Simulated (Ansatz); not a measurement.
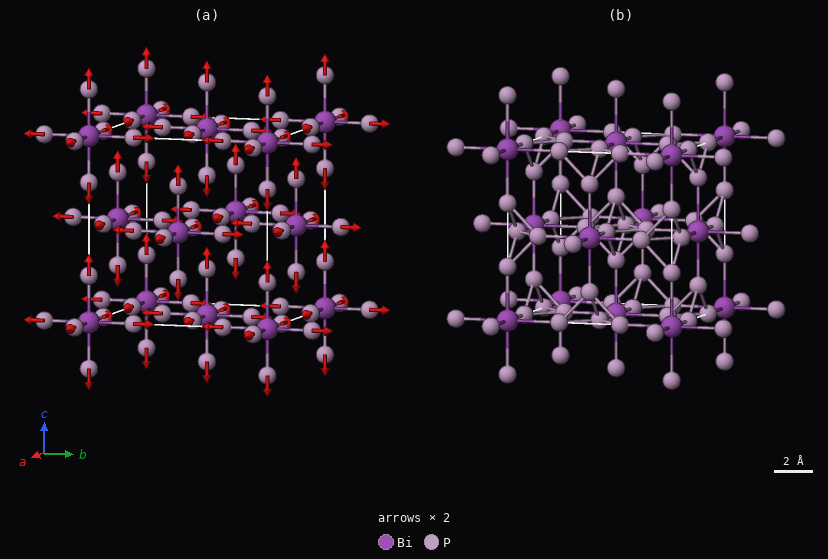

The structure of a crystal of BiP6 (a generated structure, set up in Fm-3m) (coarse preliminary run) before (left) and after (right) a relaxation, at one scale. The red arrows give the displacements (the part carried along by the change of the cell is left out), magnified 2 times.

A ball-and-stick model of the conventional cell (4 times the calculation's cell), seen slightly off an axis. Lengths and directions refer to the drawn axes.

Theory: Ansatz 0.2.0, DFT PBE, scalar-relativistic, plane waves, PAW.

Input
```yaml
crystal:
  lattice:
    - [0.0, 5.03421938, 5.03421938]
    - [5.03421938, 0.0, 5.03421938]
    - [5.03421938, 5.03421938, 0.0]
  atoms:
    - { symbol: Bi, position: [0.0, 0.0, 0.0] }
    - { symbol: P, position: [0.75, 0.25, 0.25] }
    - { symbol: P, position: [0.25, 0.75, 0.75] }
    - { symbol: P, position: [0.25, 0.75, 0.25] }
    - { symbol: P, position: [0.75, 0.25, 0.75] }
    - { symbol: P, position: [0.25, 0.25, 0.75] }
    - { symbol: P, position: [0.75, 0.75, 0.25] }
basis:
  ecutwfc: 420
kpoints:
  mp_grid: { grid: [4, 4, 4] }
hamiltonian:
  xc: pbe
scf:
  occupations: { method: gaussian, width: 0.1 }
  lower_state_search: "off"
output:
  forces: true
  stress: true
  eigenvalues: true
relax:
  adjacent_minimum: "off"
  f_tol: 0.04
  max_steps: 70
  cell: { stress_tol: 0.4 }
```

Run as
```bash
ansatz run input.yaml --threads 1 --pin off --max-ram 2048MiB --backend cpu --events-out ev --progress --plain --runs-dir out
```

Summarise the run.

After 6 accepted moves (8 points after the start) the energy has fallen by 1364 meV per atom. Largest force component: 2.3 eV/Å at the start, 0.015 eV/Å at the end. Pressure: −1.03 GPa at the start and −0.01 GPa at the end. The line search rejected the trial step at point 4 of the run. The SCF was repeated once at an unchanged geometry on a basis and grid sized afresh for the cell, which shifted the energy by 0.4 meV per atom at most. The largest moves relative to the cell, 0.60 Å, are those of P2, P3, P4, P5, P6 and P7. P4 goes along +b. Bi stays in place. The drawn cell changes as follows: a = b = c 10.068 → 9.258 Å (−8.1 %); the volume changes by −22.3 %. Some distances before and after: P2–P4 3.560 → 2.424 Å, Bi1–P2 2.517 → 2.915 Å. New bonds form: P2–P4 (3.56 → 2.42 Å), P2–P5 (3.56 → 2.42 Å), P2–P6 (3.56 → 2.42 Å), P2–P7 (3.56 → 2.42 Å). The space group stays Fm-3m (No. 225).
